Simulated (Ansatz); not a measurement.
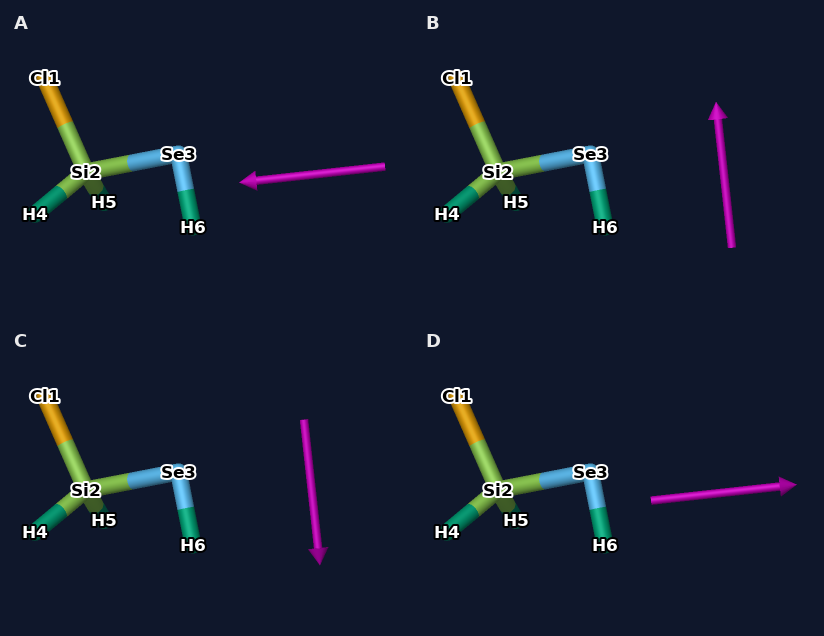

The same molecule four times, each with an arrow. The computed structure is the end point of a PBE0-D4/def2-TZVP optimisation. No frequency run is at hand to confirm it as a minimum. Properties computed with RKS PBE0-D4/def2-TZVP (Ansatz 0.2.0).

Which arrow points along the dipole moment, from the negative to the positive end?

Answer. C. The dipole moment is 1.62 D; it points from the side of Cl1 to the side of H6 (the outermost atoms at the two ends).
